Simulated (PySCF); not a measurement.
# SiHCl3O (Si(OH)Cl3) at 6 levels

Wanted: a comparison of 6 runs (HF/STO-3G, HF/3-21G, HF/def2-SVP, B3LYP/6-31G*, MP2/def2-SVP, CCSD/cc-pVDZ) of SiHCl3O (Si(OH)Cl3). Input form: a Python script.

The results are computed with PySCF 2.14.0.

## 1. The molecule

The species is SiHCl3O (6 atoms), meant as a singlet with charge 0. As SMILES, `O[Si](Cl)(Cl)Cl`. The shape is that of a GFN2-xTB optimisation.

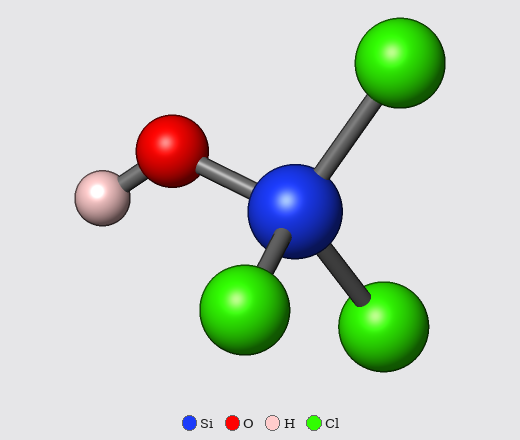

Viewed from a chosen angle; silicon blue, oxygen red, hydrogen pink, chlorine green.

## 2. Energy and forces at HF/STO-3G (run 1)

File input.py:

```python
import pyscf.grad
from pyscf import gto, scf

mol = gto.M(
    atom='''
Si  -0.058580  -0.108950  -0.319380
O   -0.059860  -0.099400   1.298220
H    0.317580   0.591110   1.840140
Cl   1.836110  -0.109330  -1.009170
Cl  -1.019310   1.519070  -1.021840
Cl  -1.015950  -1.792500  -0.787970
''',
    basis='sto-3g',
    verbose=4,
    max_memory=1860,
)

mf = scf.RHF(mol)
mf.conv_tol = 1e-10
mf.kernel()
if not mf.converged:
    mf = mf.newton().run(mf.mo_coeff, mf.mo_occ)

e_tot = mf.e_tot
print('E(%s) = %.9f' % ('HF', e_tot))
grad = mf.Gradients().kernel()
dip = mf.dip_moment()
pop, q = mf.mulliken_pop()
```

Launch:

```bash
$ OMP_NUM_THREADS=1 python input.py
```

The log of the run:

```text
PySCF version 2.14.0

[... 58 lines left out ...]
converged SCF energy = -1723.93568439559
[... 13 lines left out ...]
Dipole moment(X, Y, Z, Debye):  0.58171,  1.07505,  1.95590
[... 49 lines left out ...]
charge of    5Cl =     -0.31195
```

Wall time 3.3 s (1 thread of Intel Xeon at 2.70GHz, shared host); peak memory 0.12 GiB.

## 3. Energy and forces at HF/3-21G (run 2)

File calc.py:

```python
import pyscf.grad
from pyscf import gto

system = gto.Mole()
system.atom = '''
Si    -0.110700    -0.205886    -0.603541
O     -0.113119    -0.187839     2.453280
H      0.600139     1.117036     3.477361
Cl     3.469745    -0.206604    -1.907055
Cl    -1.926217     2.870626    -1.930998
Cl    -1.919867    -3.387334    -1.489047
'''
system.max_memory = 1860
system.basis = '3-21g'
system.verbose = 3
system.charge = 0
system.unit = 'bohr'
system.build()

myscf = system.RHF()
myscf.conv_tol = 1e-10
myscf.kernel()
if not myscf.converged:
    myscf = myscf.newton().run(myscf.mo_coeff, myscf.mo_occ)

e_tot = myscf.e_tot
print('E = %.10f Eh' % e_tot)
grad = myscf.Gradients().kernel()
dip = myscf.dip_moment()
pop, q = myscf.mulliken_pop()
```

Launch:

```bash
$ OMP_NUM_THREADS=1 python calc.py
```

The log of the run:

```text
converged SCF energy = -1734.47262094209
[... 10 lines left out ...]
Dipole moment(X, Y, Z, Debye):  0.86616,  1.58923,  1.71379
[... 70 lines left out ...]
charge of    5Cl =     -0.36837
```

Run time: 5.7 s. Hardware: 1 thread of Intel Xeon at 2.70GHz, shared host; peak memory 0.13 GiB.

Runs 3 to 5 aren't shown in full; the table further down has their settings and results.

## 4. The energy at CCSD/cc-pVDZ (run 6)

File job.py:

```python
from pyscf import gto, cc

mol = gto.Mole()
mol.atom = [
    ('Si', (-0.058580, -0.108950, -0.319380)),
    ('O', (-0.059860, -0.099400, 1.298220)),
    ('H', (0.317580, 0.591110, 1.840140)),
    ('Cl', (1.836110, -0.109330, -1.009170)),
    ('Cl', (-1.019310, 1.519070, -1.021840)),
    ('Cl', (-1.015950, -1.792500, -0.787970)),
]
mol.verbose = 4
mol.charge = 0
mol.basis = 'cc-pvdz'
mol.max_memory = 1860
mol.build()

calc0 = mol.RHF()
calc0.conv_tol = 1e-10
calc0.kernel()
if not calc0.converged:
    calc0 = calc0.newton().run(calc0.mo_coeff, calc0.mo_occ)

mycc = cc.CCSD(calc0, frozen=21)
mycc.kernel()
energy = mycc.e_tot
print('Final energy', energy)
calc0.analyze()
```

Launch:

```bash
$ OMP_NUM_THREADS=1 python job.py
```

The log of the run:

```text
PySCF version 2.14.0

[... 97 lines left out ...]
MO #1   energy= -104.848341067943  occ= 2
[... 17 lines left out ...]
MO #19  energy= -4.38196419238266  occ= 2
[... 17 lines left out ...]
MO #37  energy= -0.4658956115603   occ= 2
[... 17 lines left out ...]
MO #55  energy= 0.783759502296566  occ= 0
[... 17 lines left out ...]
MO #73  energy= 1.13959706415555   occ= 0
[... 17 lines left out ...]
MO #91  energy= 4.01072927201979   occ= 0
[... 100 lines left out ...]
Dipole moment(X, Y, Z, Debye):  0.63342,  1.16346,  1.15052
```

Run time: 16 s. Hardware: 1 thread of Intel Xeon at 2.70GHz, shared host; peak memory 0.39 GiB.

## 5. All runs side by side

```csv
run,level,Cartesian functions,integration grid,energy (Eh),dipole moment (D) of the reference,HOMO energy (eV),LUMO energy (eV),wall time
1,HF/STO-3G,no,–,-1723.935684,2.31,-11.51,6.36,3.3 s
2,HF/3-21G,no,–,-1734.472621,2.49,-13.35,2.91,5.7 s
3,HF/def2-SVP,no,–,-1742.497206,1.77,-12.63,4.41,8.7 s
4,B3LYP/6-31G* (Cartesian functions),yes,5,-1746.094844,1.85,-9.05,-0.21,54 s
5,MP2/def2-SVP,no,–,-1743.166588,1.77,-12.63,4.41,23 s
6,CCSD/cc-pVDZ,no,–,-1743.804872,1.75,-12.68,4.19,16 s
```

## 6. Summary of results

```
                                           quantity           value
                                run 6: total energy  -1743.80487 Eh
        run 6: dipole moment (Hartree–Fock density)          1.75 D
         run 6: HOMO energy (Hartree–Fock orbitals)       -12.68 eV
         run 6: LUMO energy (Hartree–Fock orbitals)         4.19 eV
       run 6: HOMO–LUMO gap (Hartree–Fock orbitals)        16.86 eV
run 6: correlation energy (21 core orbitals frozen)      -713.3 mEh
                               run 6: T1 diagnostic           0.009
```

In words: Over runs 1, 2, 3, 4 the dipole moment (its size) runs from 1.77 D (HF/def2-SVP) to 2.49 D (HF/3-21G). Over runs 1, 2, 3, 4 the HOMO–LUMO gap runs from 8.84 eV (B3LYP/6-31G*) to 17.87 eV (HF/STO-3G). The two ends differ in method and basis. In run 1 the basis is minimal, so the values are rough. All runs together took 1.8 min, the longest 54 s.
